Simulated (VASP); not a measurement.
Band structure of CeMg3 (space group Fm-3m). Computed with LDA (Ceperley-Alder, Perdew-Zunger), VASP's LDA PAW potentials (set 64) (plane waves; VASP).

The run has a spin-polarised start.

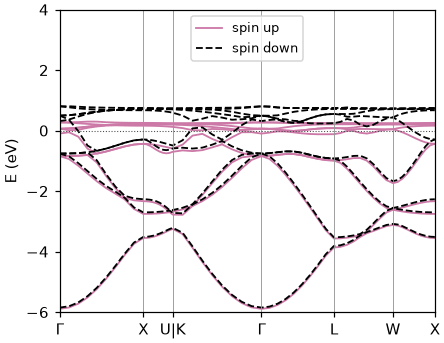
Bands along high-symmetry lines, zero at the valence-band maximum or, without a gap, the Fermi level

Q: Read the plot: is there a gap, and where are the band edges?

A: It has no gap at this level: it comes out as a metal or semimetal.

The structure comes from a computed database's CeMg3 entry; how it stands against other phases isn't given here. The cell was not relaxed at this level. VASP warned that the highest band is occupied, so more bands are needed.
